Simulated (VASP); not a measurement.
Band structure of BN (space group P6_3/mmc). Computed with PBE GGA, VASP's PBE PAW potentials (set 64) (plane waves; VASP).

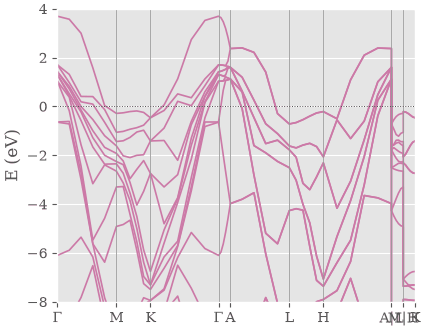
Figure: Bands along high-symmetry lines, zero at the valence-band maximum or, without a gap, the Fermi level

**Question.** Read the plot: is there a gap, and where are the band edges?

**Answer.** It has no gap at this level: it comes out as a metal or semimetal.

The structure was generated: BN was put into an ordered model structure, which need not be its known phase. The cell was not relaxed at this level.
